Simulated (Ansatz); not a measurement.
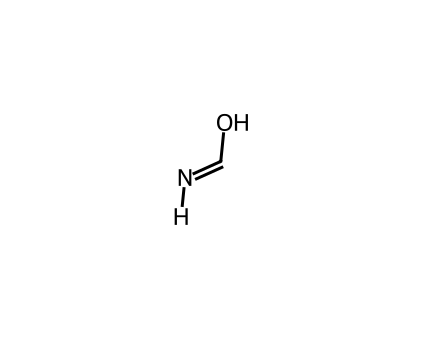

**Give its SMILES.**

[H]/N=C/O

**What is the molecular formula?**

CH3NO.

**An optimisation with PBE0-D4/def2-TZVP gave a structure of which point group?**

Cs.

More results for the same structure follow; atom numbers are the same in all pictures, views and colours differ. Computed geometry: PBE0-D4/def2-TZVP optimisation.

## Shape

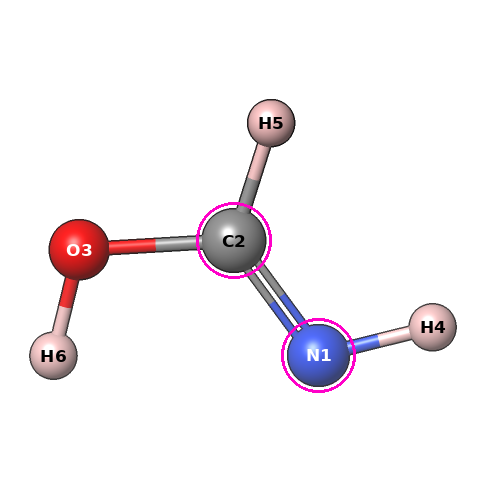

Distant atoms are faded towards the background colour. Circles mark the stereogenic atoms.

**Give the R/S and E/Z labels.**

N1=C2: E.

## Levels of theory compared

Program: Ansatz 0.2.0.

Compare HOMO–LUMO gap (eV) at these levels: BLYP-D4/def2-TZVPP; CAM-B3LYP-D4/def2-TZVPP; HSE06 (plane-wave form)-D4/def2-TZVPP; PBE0-D4/def2-SVP; SPW92 (LDA)/def2-TZVPP; ωB97M-V/def2-SVP.

| level | HOMO–LUMO gap (eV) |
| --- | --- |
| BLYP-D4/def2-TZVPP | 6.01 |
| CAM-B3LYP-D4/def2-TZVPP | 11.26 |
| HSE06 (plane-wave form)-D4/def2-TZVPP | 7.85 |
| PBE0-D4/def2-SVP | 8.78 |
| SPW92 (LDA)/def2-TZVPP | 5.86 |
| ωB97M-V/def2-SVP | 13.50 |

## Thermal motion

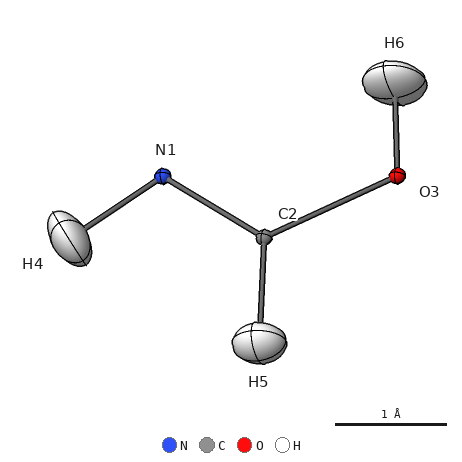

Displacement ellipsoids at the 50 % level, enlarged 1.5 times, from the internal vibrations of the free molecule (harmonic, no overall translation or rotation; no half-axis is drawn under 0.075 Å). Vibrations computed with RKS PBE0-D4/def2-TZVP (Ansatz 0.2.0). Temperature: 100 K.

**Which atom moves most?**

H6, with U_eq = 0.0134 Å².

**Does H6 move more along its bond or across it?**

Across it: the root-mean-square amplitude is 0.066 Å along the bond and up to 0.143 Å across, since bending and torsion are softer than stretching.

Give the displacement parameters, one line for each set of equivalent atoms.

```
atom  U_eq (Å²)   rms amplitudes (Å)
  N1    0.00044  0.013, 0.017, 0.029
  C2    0.00075  0.025, 0.026, 0.031
  O3    0.00038  0.014, 0.015, 0.027
  H4     0.0123  0.071, 0.120, 0.131
  H5     0.0094  0.077, 0.103, 0.107
  H6     0.0134  0.066, 0.124, 0.143
```

## Charges

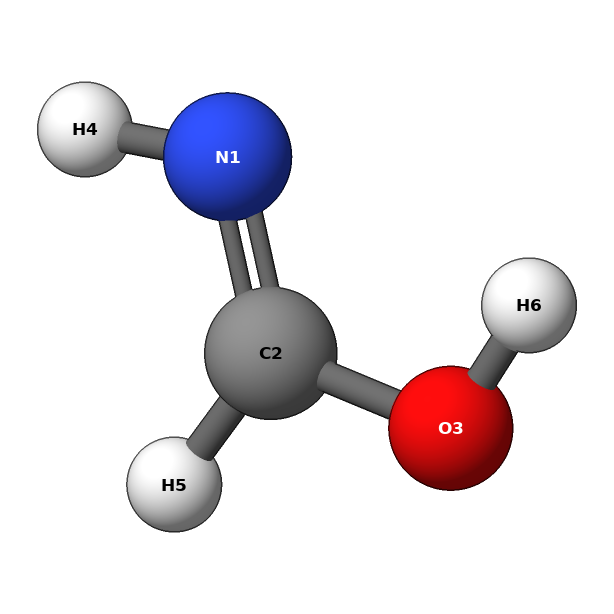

The questions are on Mulliken charges. Level of theory: RKS B3LYP-D4/def2-TZVPP (Ansatz 0.2.0).

**Which atom carries the highest charge (most positive or least negative)?**

H6 (0.21 e).

**And the lowest?**

N1 (−0.29 e).

Give the Mulliken charges atom by atom.

```csv
atom,value (e)
N1,−0.29
C2,0.10
O3,−0.26
H4,0.15
H5,0.10
H6,0.21
```

Mulliken values depend strongly on the basis set and can even reverse the polarity of a bond.
